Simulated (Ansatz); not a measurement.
## Electronic structure of H8Li7 (charge −1) in real space

```yaml
atoms:
  - { symbol: Li, position_ang: [0.3335, -0.4910, 0.0166] }
  - { symbol: Li, position_ang: [1.5441, 0.9564, -1.7134] }
  - { symbol: Li, position_ang: [0.1138, 0.1029, -3.5751] }
  - { symbol: Li, position_ang: [-1.3435, -0.9786, -1.8552] }
  - { symbol: Li, position_ang: [1.3480, 0.9728, 1.8553] }
  - { symbol: Li, position_ang: [-0.2490, 0.0965, 3.5682] }
  - { symbol: Li, position_ang: [-1.5134, -1.0020, 1.7148] }
  - { symbol: H, position_ang: [-1.8829, -0.5970, 3.3980] }
  - { symbol: H, position_ang: [0.5282, -0.6466, -1.8043] }
  - { symbol: H, position_ang: [-1.5479, -1.0241, -0.0762] }
  - { symbol: H, position_ang: [0.9830, 1.3851, 3.5378] }
  - { symbol: H, position_ang: [1.3557, 1.3730, -3.4236] }
  - { symbol: H, position_ang: [0.3483, -0.6452, 1.8481] }
  - { symbol: H, position_ang: [1.5210, 1.0638, 0.0747] }
  - { symbol: H, position_ang: [-1.5389, -0.5658, -3.5657] }
```

Geometry: PBE0-D4/def2-TZVPD.

All numbers below come from RKS PBE0-D4/def2-TZVPD in Ansatz.

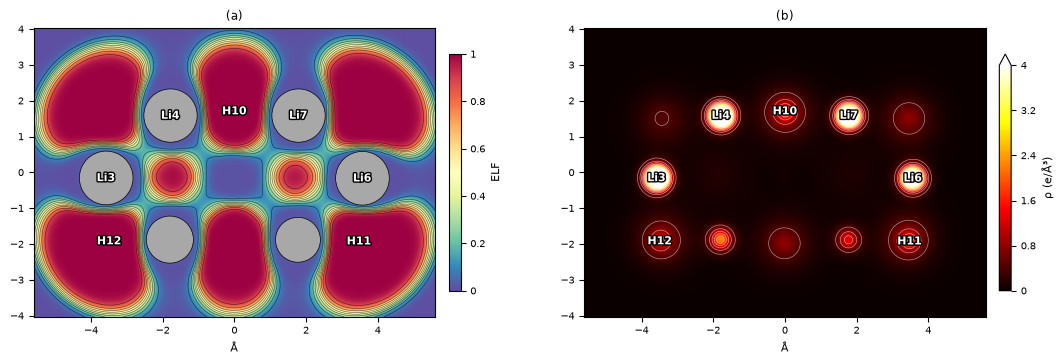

Figure 1. (a) ELF; (b) electron density on the plane of atoms Li3, Li4 and H10. Grey discs cover the atomic cores in the ELF map.

Q: Interpret the plot.

A:
- Atoms in the plane: Li and H.
- Li–Li (2.50 Å): ρ at the midpoint is about 0.1 e/Å³; the ELF is about 0.25 at the midpoint.
- Li–H (1.78 Å): ρ at the midpoint is about 0.2 e/Å³; the ELF climbs to about 1 towards the hydrogen.

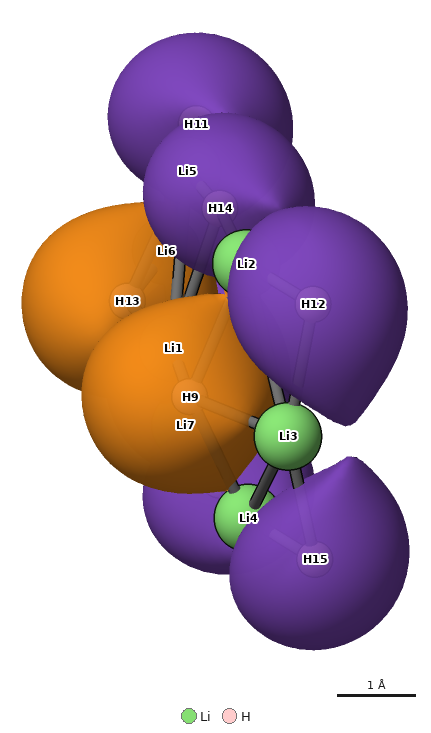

Figure 2. The HOMO at ±0.06 Å⁻³ᐟ² (orange and purple are the two phases), seen at an oblique angle.

Q: Where does this orbital lie, and at what energy?

A: By Hirshfeld shares it lies mainly on H9 (about 10 %), H13 (about 10 %), H8 (about 10 %), H11 (about 10 %), H12 (about 10 %) and H15 (about 10 %). Its energy is −2.59 eV.

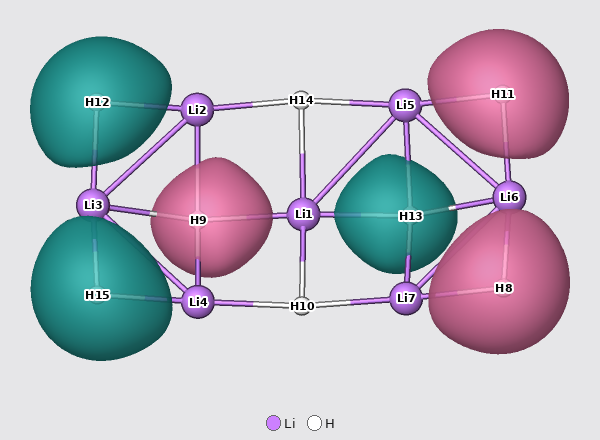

Figure 3. The HOMO−1 at ±0.08 Å⁻³ᐟ² (teal and pink are the two phases), seen at a tilt.

Q: Describe this orbital and give its energy.

A: Its weight (Hirshfeld) is mainly on H8 (about 15 %), H11 (about 15 %), H12 (about 15 %), H15 (about 15 %), H9 (about 5 %) and H13 (about 5 %). Its energy is −2.86 eV.
